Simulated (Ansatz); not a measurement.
Bands of a (6,6) WS2 nanotube, along its axis.

Levels: PBE (plane waves to 420 eV, PAW; Ansatz, an electronic-structure program); PBE with spin-orbit coupling in Ansatz. Unmarked values and the geometry are of the first. Mesh 1×1×10. No spin polarisation, so a magnetic state wasn't tested. It repeats along c; a and b span vacuum. An idealised model, rolled from the flat sheet. Only distortions within the start's symmetry and period were free. Values not marked SOC lack spin–orbit coupling.

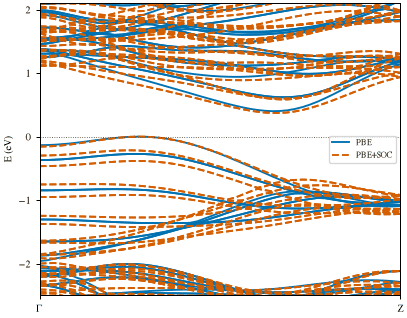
Bands from the zone centre to the zone edge (period 3.22 Å); the dotted line marks the highest filled level of each set

**Question.** Is it a metal or a semiconductor at this level? Give what the bands show.

**Answer.** A semiconductor in PBE.
```
Quantity                                                                            Result
----------------------------  ------------------------------------------------------------
PBE gap                       0.40 eV, indirect, from k = 0.135 × 2π/c to k = 0.323 × 2π/c
PBE+SOC gap at this geometry                                                       0.37 eV
```
